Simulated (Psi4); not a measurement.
**GeTe (SMILES [Ge][Te]): PBE/def2-TZVP (core potential)**

Aim: the vertical singlet–triplet gap of GeTe at PBE/def2-TZVP (core potential), from 2 runs. 

Program for the calculation: Psi4 1.11.

7 further runs of the same task are left out: 6 that didn't finish, 1 set aside as unsound or not needed.

## (1) The structure to begin with

GeTe: 2 atoms, total charge 0, spin state singlet. SMILES: `[Ge][Te]`. Geometry: the measured bond length.

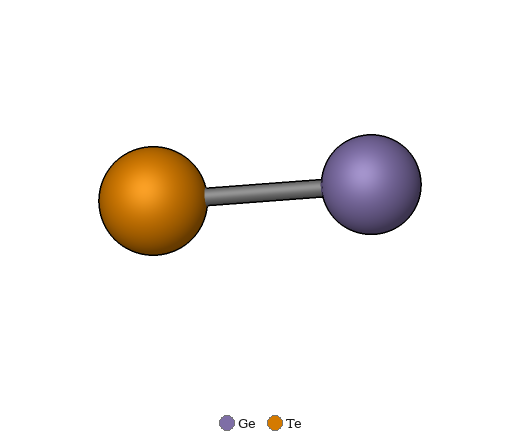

Viewed from a chosen angle; germanium purple, tellurium orange.

## (2) The energy at PBE/def2-TZVP (core potential)

gete.in

```
memory 1.6 GB

molecule system {
  0 1
  Ge     0.000000     0.000000     0.000000
  Te     0.000000     0.000000     2.340165
  symmetry c1
}

set {
  basis                def2-TZVP
  reference            rks
  puream               true
  e_convergence        1e-09
  d_convergence        1e-08
  scf_type             pk
  dft_radial_points    99
  dft_spherical_points 590
}

result = energy('pbe')
print_variables()
```

On the command line:

```console
$ psi4 -i gete.in -o gete.out -n 1
```

gete.out, cut to the lines that bear on the results:

```text
[...]
    !!!  WARNING: ECP capability is in beta. Please check occupations closely.  !!!
[...]
  Running in c1 symmetry.
[...]
  Nuclear repulsion =  173.666428561473225
[...]
  Multiplicity = 1
[...]
  Nalpha       = 28
  Nbeta        = 28
[...]
    Number of basis functions: 98
[...]
   @RKS iter   1: -2342.89679494268785   -2.89742e+00   3.15302e-02 DIIS/ADIIS
[...]
   @RKS iter  14: -2344.74832316887296    4.54747e-13   9.78781e-09 DIIS
[...]
    Orbital Energies [Eh]
    ---------------------
    Doubly Occupied:
       1A   -397.086218     2A    -49.191994     3A    -43.806239
       4A    -43.806239     5A    -43.803659     6A     -6.034163
       7A     -5.992752     8A     -4.210229     9A     -4.210229
      10A     -4.206425    11A     -4.206425    12A     -4.205631
      13A     -4.203056    14A     -1.489764    15A     -1.488445
      16A     -1.488445    17A     -1.488117    18A     -1.488117
      19A     -1.115541    20A     -1.115541    21A     -1.110497
      22A     -1.110497    23A     -1.110312    24A     -0.576815
      25A     -0.410902    26A     -0.231226    27A     -0.226842
      28A     -0.226842
[...]
  @RKS Final Energy: -2344.74832316887296
   => Energetics <=
    Nuclear Repulsion Energy =            173.6664285614732250
    One-Electron Energy =               -3708.0832911194879671
    Two-Electron Energy =                1289.1089493297299668
    DFT Exchange-Correlation Energy =     -99.4404099405881112
    Empirical Dispersion Energy =           0.0000000000000000
    VV10 Nonlocal Energy =                  0.0000000000000000
    Total Energy =                      -2344.7483231688729575
[...]
 Multipole Moments:
 ------------------------------------------------------------------------------------
     Multipole            Electronic (a.u.)      Nuclear  (a.u.)        Total (a.u.)
 ------------------------------------------------------------------------------------
 L = 1.  Multiply by 2.5417464519 to convert [e a0] to [Debye]
 Dipole X            :          0.0000000            0.0000000            0.0000000
 Dipole Y            :         -0.0000002            0.0000000           -0.0000002
 Dipole Z            :         51.3045396          -51.6995702           -0.3950306
 Magnitude           :                                                    0.3950306
[...]
```

Wall time 9.9 s (1 thread of AMD EPYC 7R43 (Zen 3), shared host); peak memory 0.65 GiB.

## (3) The triplet: energy and gradient at UPBE/def2-TZVP (core potential)

run.py

```python
import psi4

psi4.set_memory(1600000000)
psi4.set_num_threads(1)
psi4.core.set_output_file('psi4.out', False)

mol = psi4.geometry("""
0 3
Ge
Te 1 2.340165
units angstrom
symmetry c1
no_reorient
no_com
""")

psi4.set_options({
    'reference': 'uks',
    'puream': True,
    'e_convergence': 1e-09,
    'd_convergence': 1e-08,
    'scf_type': 'pk',
    'dft_radial_points': 99,
    'dft_spherical_points': 590,
    'maxiter': 100,
})

E, wfn = psi4.gradient('pbe/def2-TZVP', return_wfn=True)
psi4.oeprop(wfn, 'DIPOLE', 'LOWDIN_CHARGES', 'MAYER_INDICES')
print('gradient / Eh bohr^-1')
print(E.np.round(6))
print(f'energy = {wfn.energy():.10f} Eh')
```

On the command line:

```console
$ python run.py
```

psi4.out, cut to the lines that bear on the results:

```text
[...]
    !!!  WARNING: ECP capability is in beta. Please check occupations closely.  !!!
[...]
  Running in c1 symmetry.
[...]
  Nuclear repulsion =  173.666428561473225
[...]
  Multiplicity = 3
[...]
  Nalpha       = 29
  Nbeta        = 27
[...]
    Number of basis functions: 98
[...]
   @UKS iter   1: -2342.85367587134715   -3.01037e+00   3.22345e-02 DIIS/ADIIS
[...]
   @UKS iter  22: -2344.65658067421691   -6.36646e-12   8.28756e-09 DIIS
[...]
   @S^2 Observed:                2.005260426E+00
[...]
  @UKS Final Energy: -2344.65658067421691
   => Energetics <=
    Nuclear Repulsion Energy =            173.6664285614732250
    One-Electron Energy =               -3708.0504716940486105
    Two-Electron Energy =                1289.2021628974334817
    DFT Exchange-Correlation Energy =     -99.4747004390751783
    Empirical Dispersion Energy =           0.0000000000000000
    VV10 Nonlocal Energy =                  0.0000000000000000
    Total Energy =                      -2344.6565806742169116
[...]
  -Total Gradient:
     Atom            X                  Y                   Z
    ------   -----------------  -----------------  -----------------
       1       -0.000000012168     0.000000017811     0.076084840289
       2        0.000000012101    -0.000000017723    -0.076063134655
[...]
 Multipole Moments:
 ------------------------------------------------------------------------------------
     Multipole            Electronic (a.u.)      Nuclear  (a.u.)        Total (a.u.)
 ------------------------------------------------------------------------------------
 L = 1.  Multiply by 2.5417464519 to convert [e a0] to [Debye]
 Dipole X            :          0.0000075            0.0000000            0.0000075
 Dipole Y            :         -0.0000113            0.0000000           -0.0000113
 Dipole Z            :         51.9884769          -51.6995702            0.2889067
 Magnitude           :                                                    0.2889067
[...]
```

Standard output:

```text
gradient / Eh bohr^-1
[[-0.        0.        0.076085]
 [ 0.       -0.       -0.076063]]
energy = -2344.6565806742 Eh
```

It took 32 s on 1 thread of AMD EPYC 7R43 (Zen 3), shared host; peak memory 0.64 GiB.

## (4) Summary of results

Level: PBE/def2-TZVP (core potential).

| quantity | value |
| --- | --- |
| singlet: total energy | -2344.74832 Eh |
| singlet: dipole moment | 1.00 D |
| singlet: HOMO energy | -6.17 eV |
| singlet: LUMO energy | -3.24 eV |
| singlet: HOMO–LUMO gap | 2.94 eV |
| triplet: total energy | -2344.65658 Eh |
| triplet: dipole moment | 0.73 D |
| triplet: HOMO energy (highest over α and β) | -3.70 eV |
| triplet: ⟨S²⟩ | 2.005 |
| triplet: largest force on an atom | 3.912 eV/Å |
| vertical energy of the triplet above the singlet | 2.496 eV |

What this shows: At this shape the triplet lies 2.50 eV (241 kJ/mol) above the singlet.
